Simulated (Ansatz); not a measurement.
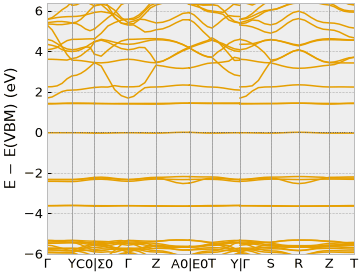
Figure: Band structure from plane-wave PAW r²SCAN (Ansatz code)

The gap is 1.39 eV; an edge lies off the plotted path or next to a special point (maximum off the standard path, minimum at Z).

Task: Which of these materials gives this?
A) Ba2Zn3As2O2, I4/mmm (Pearson symbol tI18)
B) Rb2FeF4, I4/mmm (Rb on 4e, Fe on 2a, F on 4e, F on 4c)
C) Rb2NiO2, I4/mmm (Rb on 4e, Ni on 2a, O on 4e)
D) BaCu2S2, I4/mmm (Ba on 2a, Cu on 4d, S on 4e)

Result: B, Rb2FeF4, I4/mmm (Rb on 4e, Fe on 2a, F on 4e, F on 4c)

The workflow started from a Materials Project entry (that database holds measured and hypothetical structures alike); the Crystallography Open Database copy checked does not list it. Its standing as an ambient phase is unchecked. The r²SCAN relaxation kept the symmetry of its start, as lowered by the spin order; whether a distortion lowers the energy is not shown. Spin order of the final state: antiferromagnetic, chosen from 5 collinear starts compared on coarse meshes (ties went to the first, and starts can fall back to one state), not a proven ground state. Other orbital occupations within this spin state were not tried. No Hubbard U is applied. Spin–orbit coupling is left out wherever it is not named.

Potentials: the later of the program's two PAW sets.
